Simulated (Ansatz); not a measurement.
# Calculations on CH10BNSi2

**1. Relaxation**

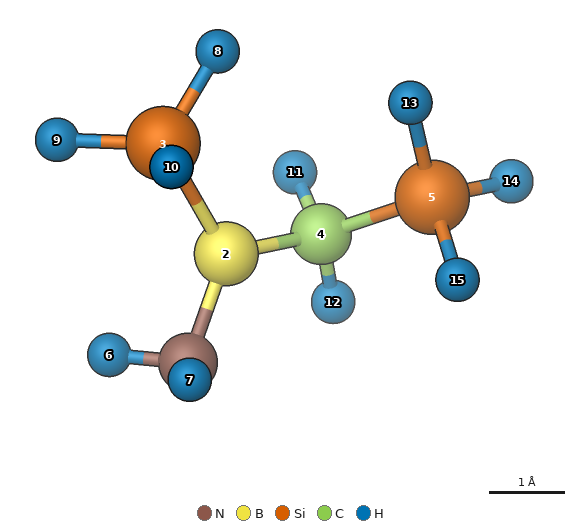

Starting structure of CH$_{10}$BNSi$_{2}$. The picture is a ball-and-stick view, seen from a free direction.

The run prepares an end point of a later path (inversion) calculation, from a guessed geometry.

The calculation used RKS PBE0-D4/def2-SVP in Ansatz.

Input
```yaml
crystal:
  periodic: [false, false, false]
  atoms:
    - { symbol: "N", position_ang: [-0.2083, -0.7283, 2.077] }
    - { symbol: B, position_ang: [-0.4028, -0.2068, 0.627] }
    - { symbol: Si, position_ang: [-1.2059, 1.5493, 0.251] }
    - { symbol: C, position_ang: [0.0896, -1.1582, -0.5717] }
    - { symbol: Si, position_ang: [1.5128, -0.5046, -1.4872] }
    - { symbol: H, position_ang: [-1.2053, -0.6276, 2.4998] }
    - { symbol: H, position_ang: [0.3705, 0.0128, 2.5681] }
    - { symbol: H, position_ang: [-1.2095, 1.7773, -1.1948] }
    - { symbol: H, position_ang: [-2.5199, 1.6287, 0.8838] }
    - { symbol: H, position_ang: [-0.3254, 2.5877, 0.8949] }
    - { symbol: H, position_ang: [-0.8429, -1.271, -1.2548] }
    - { symbol: H, position_ang: [0.2891, -2.1625, -0.1471] }
    - { symbol: H, position_ang: [1.1437, 0.841, -2.0687] }
    - { symbol: H, position_ang: [1.8636, -1.4161, -2.5256] }
    - { symbol: H, position_ang: [2.6289, -0.3724, -0.5223] }
basis:
  gaussian: { orbitals: def2-SVP }
hamiltonian:
  xc: pbe0
  dispersion: d4
relax:
  f_tol: 0.015
  max_steps: 40
output:
  orbitals: {}
```

Command:
```bash
ansatz run input.yaml --threads 2 --pin off --max-ram 3072MiB --backend cpu --events-out ev --progress --plain --runs-dir out
```

Where does the relaxation end?

The largest move after the best rigid fit is that of H8, 1.53 Å. Largest moves by element: H 1.53 Å, Si 0.31 Å, N 0.27 Å, B 0.12 Å, C 0.10 Å. Among the contacts that change: N1–B2 1.553 → 1.396 Å, N1–H6 1.088 → 1.012 Å, C4–Si5 1.814 → 1.887 Å, Si5–H14 1.426 → 1.497 Å. Among the angles between lasting bonds that change: B2–N1–H6 102.5° → 123.7°, B2–N1–H7 105.4° → 123.0°, H6–N1–H7 104.8° → 113.3°. Groups turn about B2–Si3 by about 55°. After 33 accepted moves (37 points after the start) the energy has fallen by 173.2 kJ/mol. The largest force component goes from 3 to 0.0045 eV/Å. The line search rejected the trial steps at points 23, 25, 32, 36 of the run. The forces were under the threshold at step 26, but the run went on from there. Cost: 3.4 min on 2 threads of AMD EPYC 7R43 64-Core Processor (Zen 3), on a shared host, peak memory 0.34 GiB.

History of the run:

```csv
step,"E − E(0), kJ/mol","largest force component, eV/Å",note
0,0.00,3.0128,
1,-44.06,1.2941,
2,-58.62,0.9568,
3,-72.00,1.4904,
4,-90.92,1.5880,
5,-114.18,1.6330,
6,-136.49,1.8646,
7,-153.18,1.2522,
8,-163.29,0.6402,
9,-169.93,0.5499,
10,-171.02,0.3324,
11,-171.40,0.1458,
13,-171.71,0.1119,
14,-171.84,0.1038,
16,-172.14,0.1396,
17,-172.29,0.1100,
19,-172.65,0.1203,
20,-172.75,0.0742,
21,-172.85,0.0285,
23,-172.86,0.0953,rejected
24,-172.95,0.0328,
26,-172.98,0.0142,
27,-173.00,0.0232,
28,-173.01,0.0404,
30,-173.04,0.0054,
31,-173.07,0.0085,
33,-173.12,0.0275,
34,-173.13,0.0599,
36,-173.16,0.0316,rejected
37,-173.17,0.0045,
```

Final geometry:

```xyz
15

N    -0.3131   -0.5573    1.9020
B    -0.5000   -0.1777    0.5720
Si   -1.4292    1.5953    0.2087
C     0.0306   -1.0864   -0.6000
Si    1.7005   -0.4823   -1.2381
H    -0.6101    0.0007    2.6918
H     0.1391   -1.4248    2.1701
H    -2.6096    1.4223   -0.7013
H    -1.9306    2.2311    1.4744
H    -0.5205    2.5889   -0.4524
H    -0.6542   -1.0739   -1.4651
H     0.1607   -2.1392   -0.2899
H     1.6032    0.9182   -1.7524
H     2.1924   -1.3566   -2.3490
H     2.7190   -0.5089   -0.1413
```

After the run, drawn alike:

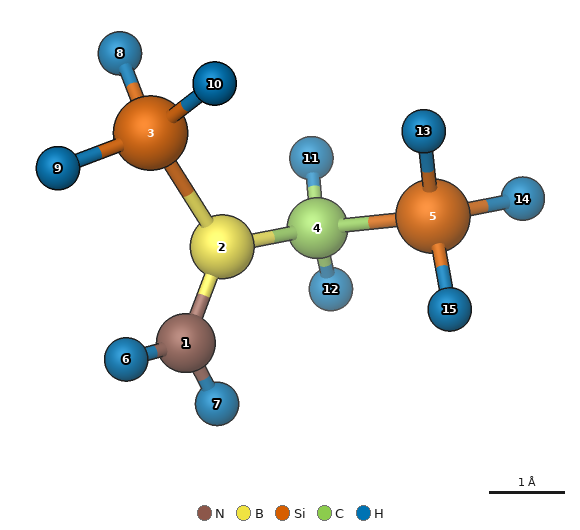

**2. Relaxation**

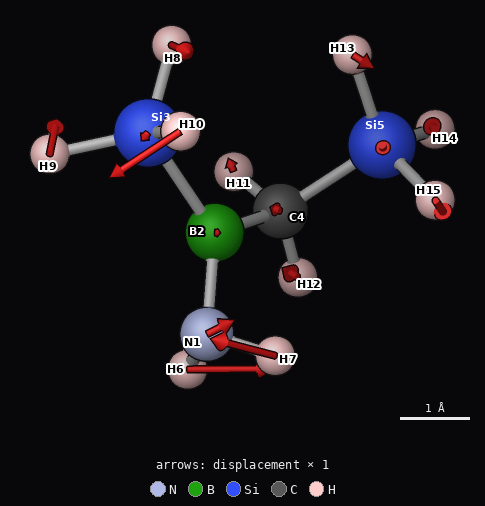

This is a relaxation of CH$_{10}$BNSi$_{2}$. The starting structure is drawn; red arrows show the displacements, at their true length. The two geometries are superimposed by the best rigid fit.

Style: ball-and-stick. Shown at a tilt.

The run prepares an end point of a later path (inversion) calculation, from a guessed geometry.

The calculation used RKS PBE0-D4/def2-SVP (Ansatz 0.2.0).

The input:
```yaml
crystal:
  periodic: [false, false, false]
  atoms:
    - { symbol: "N", position_ang: [-0.2083, -0.7283, 2.077] }
    - { symbol: B, position_ang: [-0.4028, -0.2068, 0.627] }
    - { symbol: Si, position_ang: [-1.2059, 1.5493, 0.251] }
    - { symbol: C, position_ang: [0.0896, -1.1582, -0.5717] }
    - { symbol: Si, position_ang: [1.5128, -0.5046, -1.4872] }
    - { symbol: H, position_ang: [-0.6951, -1.70038, 2.04553] }
    - { symbol: H, position_ang: [0.82649, -0.946, 2.1621] }
    - { symbol: H, position_ang: [-1.2095, 1.7773, -1.1948] }
    - { symbol: H, position_ang: [-2.5199, 1.6287, 0.8838] }
    - { symbol: H, position_ang: [-0.3254, 2.5877, 0.8949] }
    - { symbol: H, position_ang: [-0.8429, -1.271, -1.2548] }
    - { symbol: H, position_ang: [0.2891, -2.1625, -0.1471] }
    - { symbol: H, position_ang: [1.1437, 0.841, -2.0687] }
    - { symbol: H, position_ang: [1.8636, -1.4161, -2.5256] }
    - { symbol: H, position_ang: [2.6289, -0.3724, -0.5223] }
basis:
  gaussian: { orbitals: def2-SVP }
hamiltonian:
  xc: pbe0
  dispersion: d4
relax:
  f_tol: 0.015
  max_steps: 40
```

Launched with:
```bash
ansatz run input.yaml --threads 2 --pin off --max-ram 3072MiB --backend cpu --events-out ev --progress --plain --runs-dir out
```

What did the optimiser do to the structure, and how much energy did it gain?

Over 25 geometry steps the energy falls by 178.4 kJ/mol. Largest force component: 3 eV/Å at the start, 0.014 eV/Å at the end. H6 moves most after the best rigid fit: 1.40 Å. Largest moves by element: H 1.40 Å, N 0.49 Å, Si 0.28 Å, C 0.23 Å, B 0.11 Å. Near-neighbour distances that change, for instance: N1–B2 1.553 → 1.396 Å, N1–H6 1.088 → 1.014 Å, C4–Si5 1.814 → 1.886 Å, Si5–H14 1.426 → 1.497 Å. Among the angles between lasting bonds that change: B2–N1–H6 102.5° → 123.2°, B2–N1–H7 105.4° → 123.5°, H6–N1–H7 104.8° → 113.3°. Groups turn about B2–Si3 by about 60°, B2–C4 by about 20°.

**3. Path**

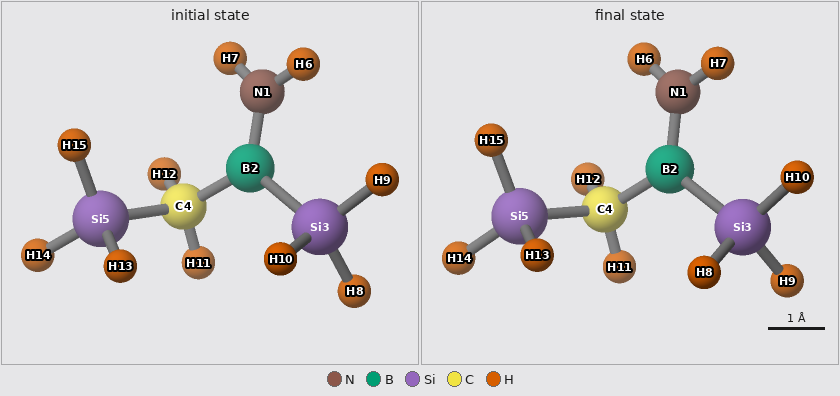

The two relaxed end points of a path for CH10BNSi2. A ball-and-stick model, seen at a tilt.

Computed with Ansatz, RKS PBE0-D4/def2-SVP.

Run with 7 movable images; climbing image; force threshold 0.05 eV/Å; iteration limit 24.

Start:
```xyz
15

N    -0.3279   -0.5658    1.8970
B    -0.5042   -0.1864    0.5655
Si   -1.4556    1.5731    0.1942
C     0.0543   -1.0846   -0.6016
Si    1.7226   -0.4540   -1.2180
H    -0.6430   -0.0141    2.6841
H     0.1340   -1.4270    2.1689
H    -2.6221    1.3842   -0.7305
H    -1.9820    2.1986    1.4548
H    -0.5540    2.5817   -0.4538
H    -0.6199   -1.0806   -1.4751
H     0.1965   -2.1359   -0.2919
H     1.6104    0.9460   -1.7308
H     2.2412   -1.3184   -2.3245
H     2.7279   -0.4674   -0.1089
```

End:
```xyz
15

N    -0.0382   -0.3478    1.9259
B    -0.4374   -0.1108    0.6096
Si   -1.5077    1.5720    0.2166
C    -0.0325   -1.1084   -0.5403
Si    1.6142   -0.6015   -1.3084
H     0.4918   -1.1655    2.2073
H    -0.2427    0.2797    2.6928
H    -0.8500    2.4329   -0.8210
H    -2.8713    1.2323   -0.3114
H    -1.7041    2.4199    1.4415
H    -0.7741   -1.1261   -1.3563
H     0.0890   -2.1438   -0.1737
H     1.5624    0.8047   -1.8143
H     1.9731   -1.4986   -2.4514
H     2.7056   -0.6896   -0.2875
```

**Predict the minimum-energy path and its barrier.**

The two ends have nearly the same energy, and the highest point, image 4, lies 1.26 eV above the start. The motion is an umbrella inversion at N1. No bond forms or breaks between the ends. Among the angles between lasting bonds that change up to the highest image: B2–N1–H6 123.7° → 109.0°, B2–N1–H7 123.0° → 109.9°. The band converged in 11 iterations. The largest component of the band force went from 28 to 0.044 eV/Å. The climbing image converged on the top of the path. Its vibrational analysis gives one imaginary mode (606i cm⁻¹), as a transition state must have.

Energies of the converged images:

```tsv
image	path (Å)	E (eV)
0	0.00	0.000
1	0.95	0.004
2	1.91	0.017
3	2.86	0.565
4	3.81	1.263
5	4.82	0.515
6	5.83	0.020
7	6.84	0.008
8	7.85	-0.001
```

The geometry at the top of the path:

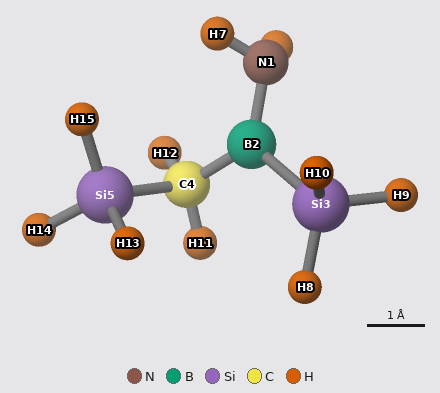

Cost: 6.8 min on 2 threads of AMD EPYC 7R43 64-Core Processor (Zen 3), with other jobs on the host, peak memory 0.34 GiB.
